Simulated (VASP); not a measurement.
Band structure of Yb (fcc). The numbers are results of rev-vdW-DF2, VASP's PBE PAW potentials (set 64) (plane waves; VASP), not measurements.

The 4f electrons are frozen in the core of the lanthanide potential, so 4f levels, which can set the real gap, and their magnetism are missing.

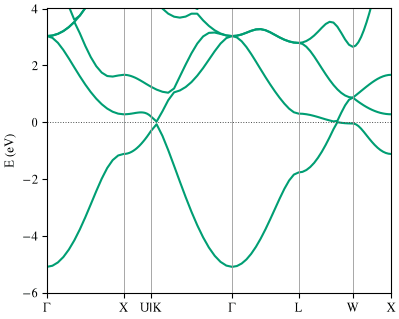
Figure: Bands along high-symmetry lines, zero at the valence-band maximum or, without a gap, the Fermi level

**Question.** Read the plot: is there a gap, and where are the band edges?

**Answer.** The gap is indirect, 0.02 eV, from the valence maximum at L-W at 0.71 to the conduction minimum at K-Γ at 0.07. (Edges off the drawn lines would not show.)

The compound is Yb in the fcc structure. It was relaxed first, which changed the volume by -9 %.
